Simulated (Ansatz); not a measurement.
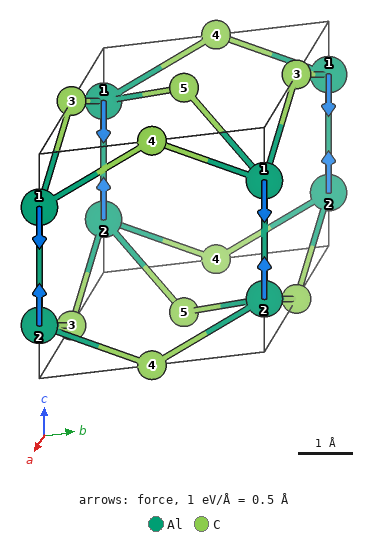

Starting geometry of solid Al$_{2}$C$_{3}$ (a generated structure, set up in P6/mmm) (coarse preliminary run) with the computed forces as blue arrows. The picture is a ball-and-stick view of the cell of the calculation, seen from a free direction.

Computed with DFT PBE, scalar-relativistic, plane waves, PAW in Ansatz.

The input:
```yaml
crystal:
  lattice:
    - [4.33833966, 0.0, 0.0]
    - [-2.16916983, 3.75711235, 0.0]
    - [0.0, 0.0, 4.77741341]
  atoms:
    - { symbol: Al, position: [0.0, 0.0, 0.76298866] }
    - { symbol: Al, position: [0.0, 0.0, 0.23701134] }
    - { symbol: C, position: [0.5, 0.0, 0.0] }
    - { symbol: C, position: [0.0, 0.5, 0.0] }
    - { symbol: C, position: [0.5, 0.5, 0.0] }
basis:
  ecutwfc: 420
kpoints:
  mp_grid: { grid: [6, 6, 4] }
hamiltonian:
  xc: pbe
scf:
  occupations: { method: gaussian, width: 0.1 }
  lower_state_search: "off"
output:
  forces: true
  stress: true
  eigenvalues: true
relax:
  adjacent_minimum: "off"
  f_tol: 0.04
  max_steps: 70
  cell: { stress_tol: 0.4 }
```

Command:
```bash
ansatz run input.yaml --threads 1 --pin off --max-ram 2560MiB --backend cpu --events-out ev --progress --plain --runs-dir out
```

**Is this structure relaxed? If not, where do the atoms go?**

It isn't relaxed: the largest force vector, on Al atoms, is 1.83 eV/Å. The atoms end up moving mostly along the starting forces (cosine between the two patterns 1.00). The energy falls by 601 meV per atom in 8 accepted moves (10 points after the start). The largest force component goes from 1.8 to 0.034 eV/Å. The pressure goes from −10.25 to −0.13 GPa. The line search rejected the trial step at point 7 of the run. At 1 point the geometry stayed and the basis and grid were re-selected for the new cell (energy shift of 0.4 meV per atom at most each time). The largest moves relative to the cell, 0.086 Å, are those of Al1 and Al2. Al1 goes along −c. C stays in place. The volume changes by −23.2 %, with a = b 4.338 → 3.640 Å (−16.1 %), c 4.777 → 5.214 Å (+9.1 %). Near-neighbour distances that change, for instance: Al1–Al2 2.265 → 2.644 Å, C3–C4 2.169 → 1.820 Å, Al1–C3 2.447 → 2.249 Å, Al1–Al2 (another image) 2.513 → 2.570 Å. Among the angles between lasting bonds that change: Al1–C4–Al2 55.1° → 72.0°, Al1–C4–Al1 124.9° → 108.0°. The space group stays P6/mmm (No. 191). Cost: 29 s on 1 thread of Intel(R) Xeon(R) Processor @ 2.70GHz, with other jobs on the host, peak memory 0.36 GiB.
